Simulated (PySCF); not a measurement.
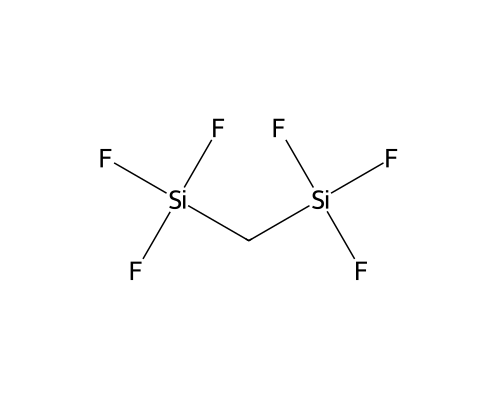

2D structure.

> Write the SMILES.

F[Si](F)(F)C[Si](F)(F)F

> What is the molecular formula?

CH2F6Si2.

More results for the same structure follow; atom numbers are the same in all pictures, views and colours differ. Computed geometry: PBE0-D3(BJ)/def2-SVP optimisation. No frequency run is at hand to confirm it as a minimum.

**Shape**

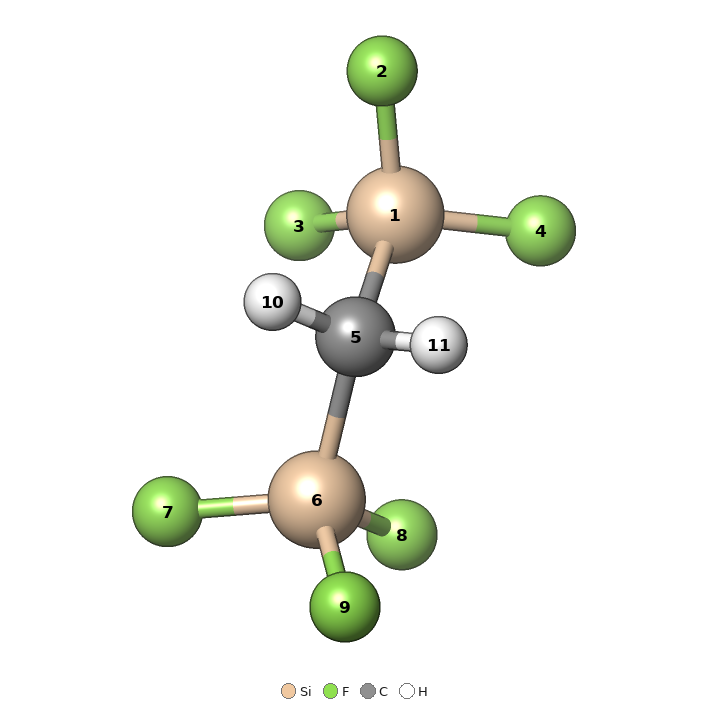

No frequency run is at hand to confirm it as a minimum.

What are the angles Si1–C5–Si6, Si1–C5–H10, Si1–C5–H11, F2–Si1–F3, F2–Si1–F4, F2–Si1–C5, F3–Si1–F4, F3–Si1–C5, C5–Si6–F7, C5–Si6–F8, Si6–C5–H10, Si6–C5–H11?

| angle | degrees |
| --- | --- |
| Si1–C5–Si6 | 116.1 |
| Si1–C5–H10 | 108.7 |
| Si1–C5–H11 | 108.1 |
| F2–Si1–F3 | 107.6 |
| F2–Si1–F4 | 107.4 |
| F2–Si1–C5 | 111.2 |
| F3–Si1–F4 | 108.3 |
| F3–Si1–C5 | 110.8 |
| C5–Si6–F7 | 111.7 |
| C5–Si6–F8 | 111.2 |
| Si6–C5–H10 | 108.2 |
| Si6–C5–H11 | 108.3 |

**NMR shielding**

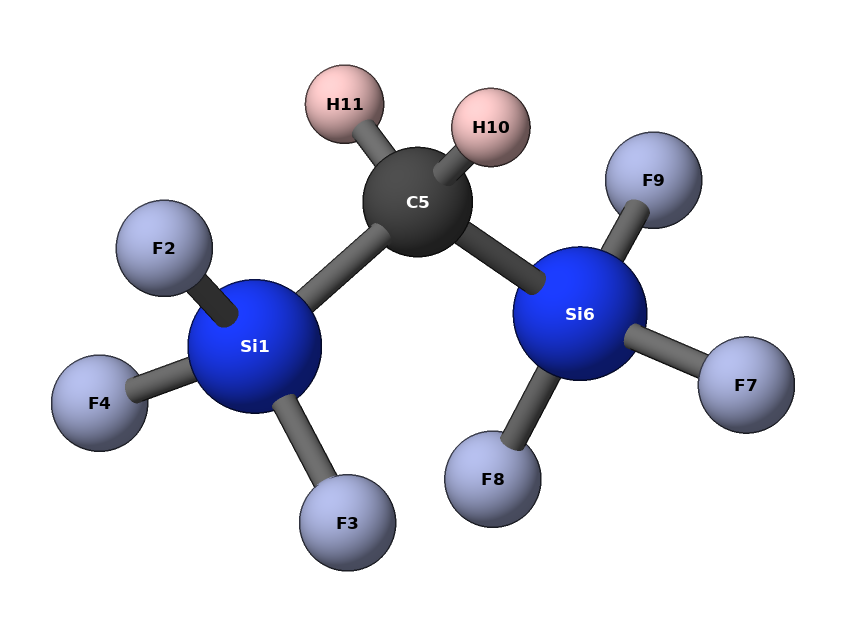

No frequency run is at hand to confirm it as a minimum. Method: GIAO PBE0/pcSseg-1 NMR shielding, non-relativistic, gas phase (PySCF 2.14.0). Principal shieldings σ11 ≤ σ22 ≤ σ33, span Ω = σ33 − σ11, skew κ = 3(σiso − σ22)/Ω.

Give the shielding tensors of the Si atoms.

```tsv
atom	σ11	σ22	σ33	σiso	Ω	κ
Si1	378.6	384.6	443.3	402.2	64.6	0.81
Si6	379.2	384.2	443.1	402.2	63.9	0.84
```

Shieldings and span in ppm.

**Core levels**

No frequency run is at hand to confirm it as a minimum. Method: delta-SCF UKS SCAN, pcX-2 on the ionised atom (unc-x2c-TZVPall on a metal), pcseg-1 elsewhere, spin-free X2C (PySCF 2.14.0).

Give the core-electron binding energies (to vacuum; p and d levels without spin–orbit splitting) of Si1 1s, Si1 2p, F2 1s, C5 1s.

```csv
atom,level,binding energy (eV)
Si1,1s,1850.9
Si1,2p,110.8
F2,1s,693.7
C5,1s,292.0
```

**Charges**

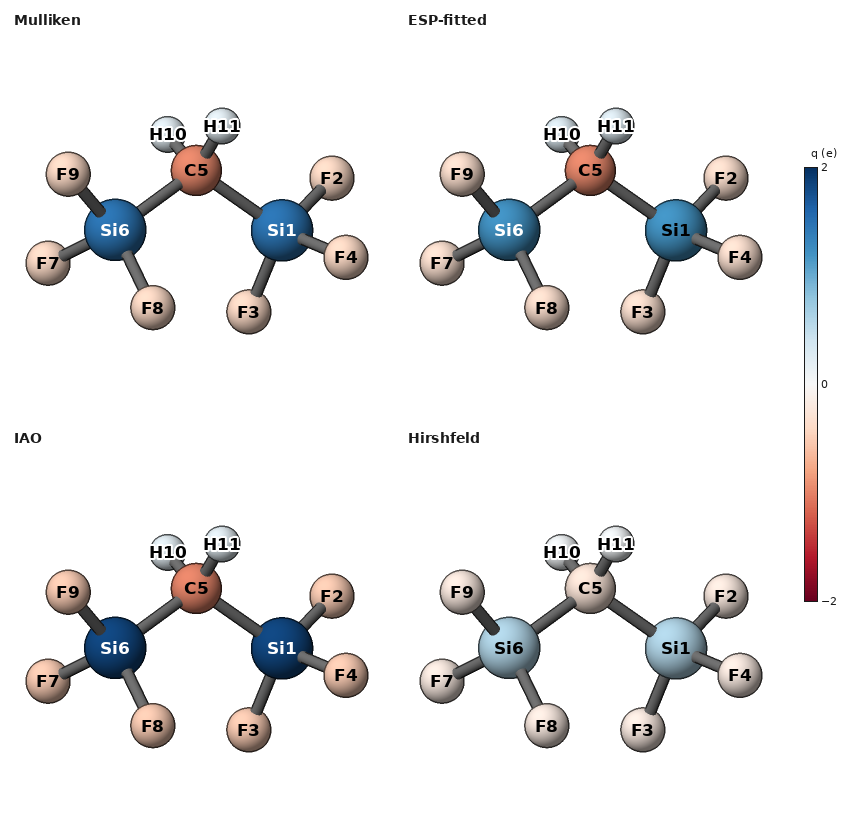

Atomic charges of one calculation by 4 schemes, on one colour scale. No frequency run is at hand to confirm it as a minimum. Computed with PBE0/pcSseg-1 (PySCF 2.14.0).

> Which scheme gives the most polar picture (largest mean size of the charges)?

The IAO charges are the largest in size here, and the Hirshfeld charges the smallest.

> On which atom do the schemes disagree most?

On Si1 (from 0.60 to 1.81 e); Si6 (from 0.61 to 1.81 e).

List the charges (e), one line for each set of equivalent atoms. Atoms whose distances differ by more than 0.02 Å in this geometry are listed apart.

```tsv
atom	Mulliken	ESP-fitted	IAO	Hirshfeld
Si1	1.46	1.20	1.81	0.60
F2	−0.40	−0.33	−0.51	−0.19
F3	−0.40	−0.33	−0.51	−0.18
F4	−0.40	−0.32	−0.51	−0.18
C5	−0.95	−0.96	−0.98	−0.25
Si6	1.46	1.21	1.81	0.61
F7	−0.40	−0.33	−0.51	−0.18
F8	−0.40	−0.33	−0.51	−0.18
F9	−0.40	−0.33	−0.51	−0.19
H10	0.21	0.27	0.21	0.08
H11	0.21	0.26	0.21	0.07
```

**Electronic properties**

No frequency run is at hand to confirm it as a minimum. Method: ωB97X-D/pcSseg-1, gas phase (PySCF 2.14.0).

> Estimate the dipole moment.

2.47 D.

> What is the HOMO–LUMO gap?

15.06 eV.

> What is the HOMO energy (Kohn–Sham orbital)?

−13.01 eV.

Mulliken values depend strongly on the basis set and can even reverse the polarity of a bond.
